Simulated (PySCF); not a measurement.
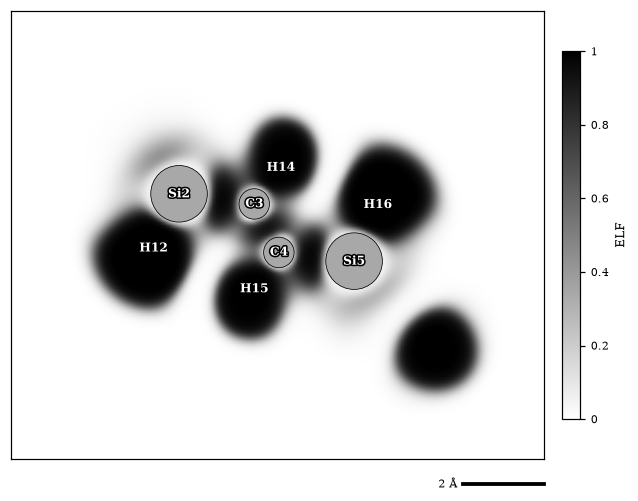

Figure 1: C5H15NSi2. ELF on the plane of atoms C4, C3 and H14. Grey discs cover the atomic cores.

Geometry: PBE0-D3(BJ)/def2-SVP.

All numbers below come from PySCF, PBE0/pcSseg-1, SCF density, gas phase, non-relativistic.

```xyz
23

C     4.5521   -0.1988   -0.2794
Si    2.9588   -1.1719   -0.0609
C     1.4674   -0.1386   -0.5397
C     0.4659    0.1902    0.2971
Si   -1.0001    1.2398   -0.2097
N    -2.4746    0.3676    0.0708
C    -3.7130    1.0228    0.4021
C    -2.6305   -0.9801   -0.4144
H     4.5535    0.6961    0.3614
H     4.6697    0.1270   -1.3246
H     5.4265   -0.8134   -0.0162
H     2.7879   -1.5986    1.3638
H     3.0125   -2.3996   -0.9191
H     1.4114    0.2344   -1.5748
H     0.5048   -0.1822    1.3322
H    -0.7457    1.6264   -1.6425
H    -1.1040    2.4915    0.6028
H    -4.2744    0.4442    1.1601
H    -4.3839    1.1484   -0.4728
H    -3.5238    2.0218    0.8228
H    -1.6487   -1.4425   -0.5996
H    -3.1564   -1.6106    0.3273
H    -3.2097   -1.0333   -1.3593
```

Q: Read the bonding off the picture.

A:
- The section cuts through Si, C and H sites.
- C–C (1.35 Å): the ELF peaks at about 0.90 between the atoms; a covalent bond.
- C–Si (1.87 Å): the ELF peaks at about 0.95 between the atoms; a covalent bond.
- C–H (1.10 Å): the ELF climbs to about 1 towards the hydrogen, as it does in any bond to H: an ordinary covalent bond to hydrogen.
- Si–H (1.50 Å): the ELF climbs to about 1 towards the hydrogen.
